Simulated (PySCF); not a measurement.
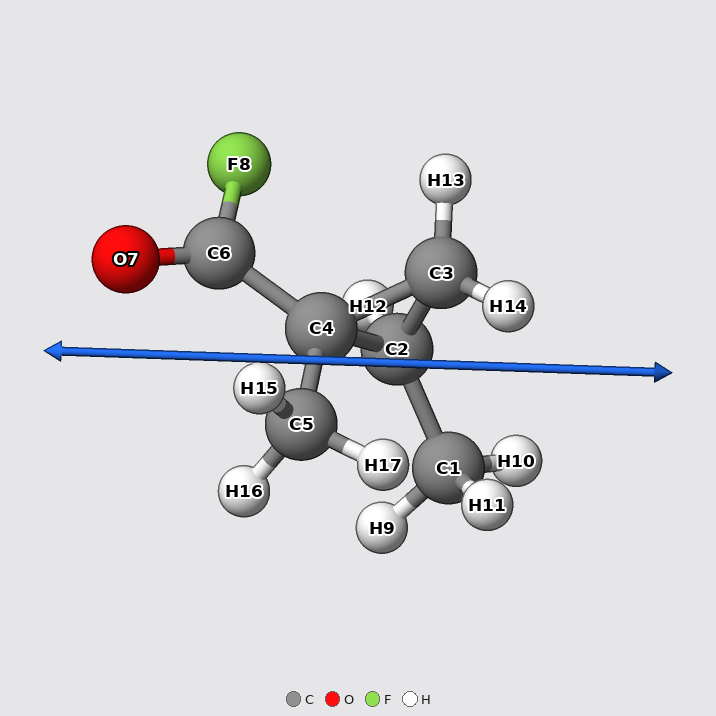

The double arrow shows the direction of the transition dipole to excited singlet state 3 (its length means nothing). The geometry was computed by an optimisation with GFN2-xTB. No frequency run is at hand to confirm it as a minimum. Properties computed with TDDFT B3LYP/def2-SVPD, vertical, gas phase, core orbitals frozen in the response (PySCF 2.14.0).

### Where does the transition lie, and how strong is it?

7.19 eV (172 nm), oscillator strength 0.036, mainly HOMO−2 → LUMO (weight 0.77); transition dipole 1.14 D.
